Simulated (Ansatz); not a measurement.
## TaSi2: H interstitial (started 1.72 Å from the nearest host atom), symmetric start

Base system: a 9-atom supercell of TaSi2 (space group P6_222, No. 180; a = 4.804 Å, c = 6.604 Å) at its relaxed geometry.

Perturbation: a neutral H interstitial (started 1.72 Å from the nearest host atom), symmetric start, atoms relaxed at fixed cell.

Method: DFT with PBE, PAW potentials and a 420 eV plane-wave cutoff in Ansatz (a program for electronic structure), without spin-orbit coupling, earlier PAW set. Settings: 10×10×10 k-points, 0.05 eV Fermi–Dirac smearing.

```tsv
quantity	base	changed	shift
largest displacement of a host atom from its site in the perfect cell	–	0.11 Å	–
final site of the added atom	–	4 Si at 1.82 Å and 4 Ta at 2.65 Å	–
```

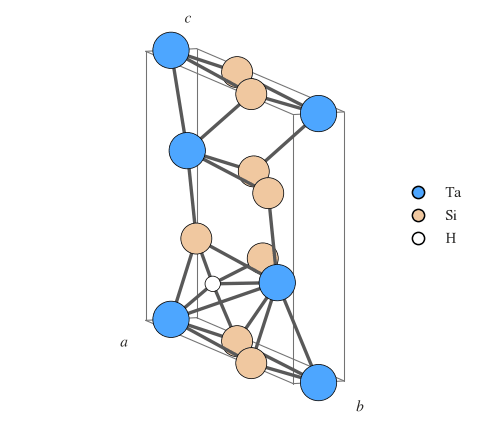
*The relaxed cell after the change*

Cost of the whole job for the changed cell (relaxation, final SCF and bands): very roughly 5 core-minutes.

In so small a cell the defect repeats every few ångströms: this is an ordered compound, not a dilute defect. The defect started on the symmetric site and kept its symmetry, so it may sit on a saddle. The final runs are not spin-polarised. An odd electron count without spin: TaSi2. The defect cell is not spin-polarised.
